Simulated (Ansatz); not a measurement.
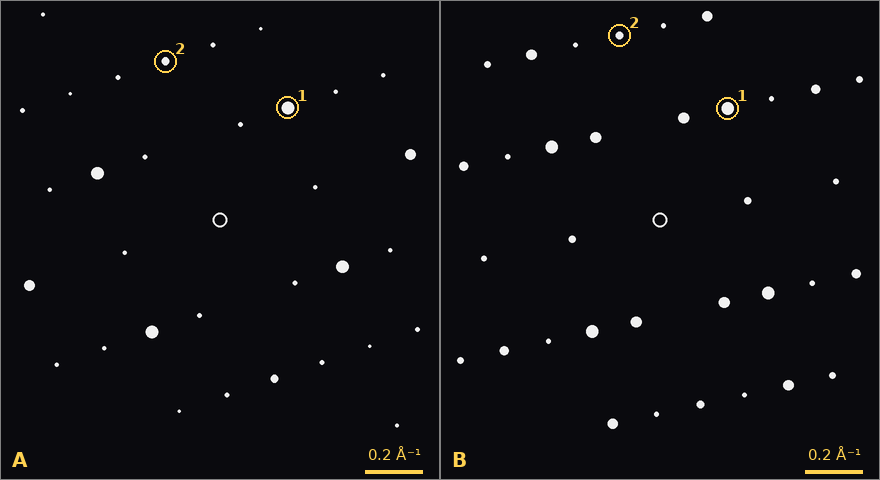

Kinematic electron diffraction patterns (300 kV, B = 0.5 Å², same scale) along [110] of the run's own cell, for the start and the end of one relaxation of RuAu with DFT, PAW plane waves, pbe in Ansatz 0.2.0. k mesh 5×7×4. The start is a generated model structure, and the relaxation ends in the nearest stationary point of its symmetry, not necessarily the ground state. Spot 1 is -1 1 -2 and spot 2 is -2 2 0 in both.

Start structure:

```yaml
crystal:
  lattice:
    - [5.78014, 0.00000, 0.00000]
    - [0.00000, 3.47988, 0.00000]
    - [0.00000, 0.00000, 6.25699]
  atoms:
    - { symbol: Ru, position: [0.19000, 0.25000, 0.57500] }
    - { symbol: Ru, position: [0.31000, 0.75000, 0.07500] }
    - { symbol: Ru, position: [0.69000, 0.25000, 0.92500] }
    - { symbol: Ru, position: [0.81000, 0.75000, 0.42500] }
    - { symbol: Au, position: [0.00500, 0.25000, 0.18800] }
    - { symbol: Au, position: [0.49500, 0.75000, 0.68800] }
    - { symbol: Au, position: [0.50500, 0.25000, 0.31200] }
    - { symbol: Au, position: [0.99500, 0.75000, 0.81200] }
```

> Which pattern belongs to the start structure, and which to the relaxed one?

B is the start: its cell gives d(1) = 2.158 Å, d(2) = 1.491 Å and an angle of 43.6°. A is the relaxed structure, with d(1) = 2.149 Å (-0.4 %), d(2) = 1.678 Å (+12.6 %) and 50.2°.

> Name reflections whose intensity changes strongly on relaxation.

1 -1 1 goes from 61 to 1.2 % of the strongest spot; 0 0 2 goes from 11 to 0.83 % of the strongest spot.

> What did the relaxation do to the structure and the energy?

The volume changed by +0.2 % to 15.77 Å³ an atom; with the mean shift removed, the atoms moved by up to 0.62 Å relative to the cell (Ru most); the space group stayed Pnma (No. 62); the free energy fell by 750 meV an atom. Relaxed cell: a = 4.816 Å, b = 4.681 Å, c = 5.597 Å, α = 90.00°, β = 90.00°, γ = 90.00°.
